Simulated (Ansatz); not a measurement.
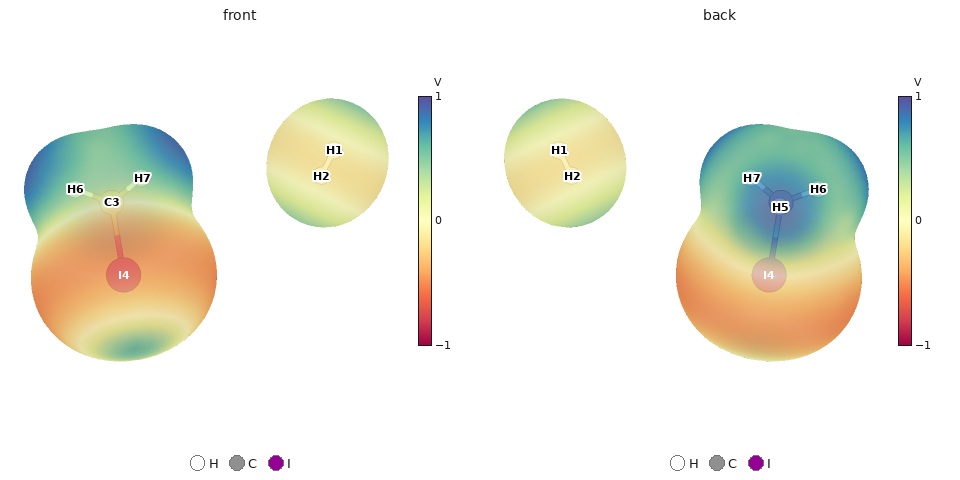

The picture shows: H₂···CH₃I (SMILES [H][H].CI). The molecular electrostatic potential painted on the density surface at 0.001 e/bohr³, seen from the front and from behind; the colour scale runs from red (negative) to blue (positive).

Geometry: rigid move from PBE0-D4/def2-TZVP; core potentials replace the inner electrons of I.

Level of theory: RKS PBE0-D4/def2-TZVPPD in Ansatz 0.2.0.

```xyz
7

H     0.3073    0.1614   -2.7053
H     0.1332   -0.4305   -2.2833
C    -0.3373    0.4555    4.3739
I    -0.7666   -1.6080    4.0762
H    -1.2080    0.9100    4.8363
H     0.5311    0.5214    5.0218
H    -0.1359    0.8923    3.4004
```

> Where is the surface potential most negative and most positive?

The most negative region (about −0.5 V) lies over I4, the most positive (about +0.9 V) over H5, H6 and H7. I4 shows a σ-hole: about +0.6 V at the tip opposite its bond, against about −0.5 V on its flanks.
